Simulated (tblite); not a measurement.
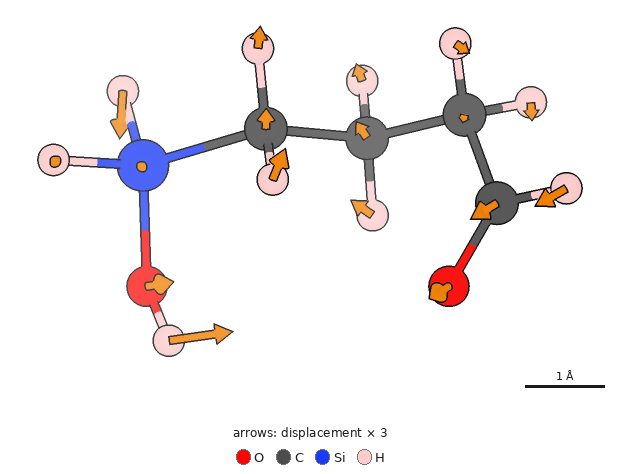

A relaxation of C4H10O2Si. The starting structure is drawn; orange arrows show the displacements, 3 times their true length. The two geometries are superimposed by the best rigid fit.

Style: ball-and-stick. Shown at a tilt.

Method: GFN2-xTB geometry optimisation, gas phase in tblite. 

> What happened in the run?

The atom that moves furthest after the best rigid fit is an H atom (0.28 Å). By element the largest moves are H 0.28 Å, O 0.16 Å, C 0.15 Å, Si 0.04 Å. Some distances before and after: O–Si 1.666 → 1.624 Å, C–Si 1.865 → 1.904 Å, C–O 1.230 → 1.199 Å, C–C 1.526 → 1.500 Å. Among the angles between lasting bonds that change: O–Si–H 108.8° → 102.1°, Si–O–H 115.9° → 121.4°, H–Si–H 108.4° → 112.9°. Over 92 geometry steps the energy falls by 4.11 kcal/mol.
